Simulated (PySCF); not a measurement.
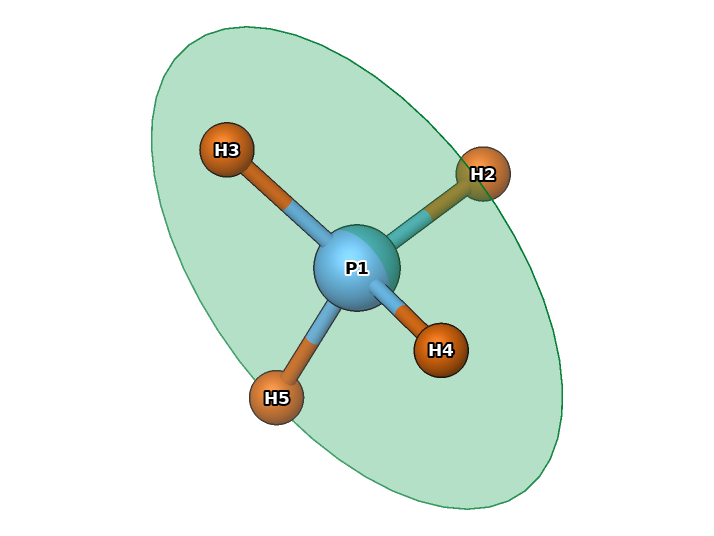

A disc through the centre of mass is drawn in. Distant atoms are faded towards the background colour. State: charge +1, singlet. The computed structure is the end point of a PBE0-D3(BJ)/def2-SVP optimisation. No frequency run is at hand to confirm it as a minimum.

Question: Is the plane of the disc a mirror plane of the structure?

Answer: No. The point group is Td, with 4 C3 axes, 3 C2 axes, 3 S4 axes and 6 mirror planes, and this plane isn't one of its mirror planes.
